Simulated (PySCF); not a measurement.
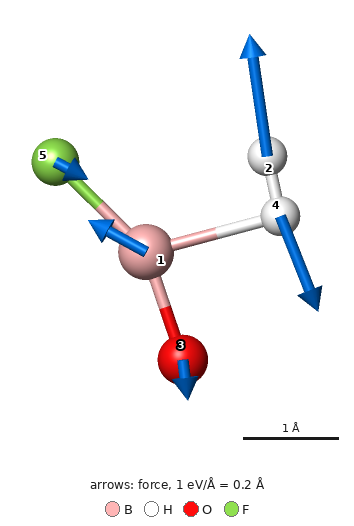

Starting geometry of BH2OF (started from a transition state, displaced along its imaginary mode) with the computed forces as blue arrows. The picture is a ball-and-stick view, seen face on.

Method: RKS PBE0-D4/def2-TZVP, density fitting (PySCF). 

### Is this structure relaxed? If not, where do the atoms go?

It isn't relaxed: the largest force vector, on H2, is 6.52 eV/Å. The final displacements have little in common with the starting forces (cosine between the two patterns 0.26). The largest move after the best rigid fit is that of H2, 0.71 Å. Largest moves by element: H 0.71 Å, B 0.66 Å, O 0.50 Å, F 0.24 Å. Some distances before and after: B1–H2 1.643 → 3.006 Å, B1–H4 1.477 → 2.810 Å, H2–H4 0.646 → 0.748 Å, B1–F5 1.347 → 1.282 Å. Among the angles between lasting bonds that change: O3–B1–F5 153.3° → 179.4°. After 13 geometry steps the energy has fallen by 1.118 eV. The run took 37 s on 4 threads of Arm Neoverse V2 (shared host).
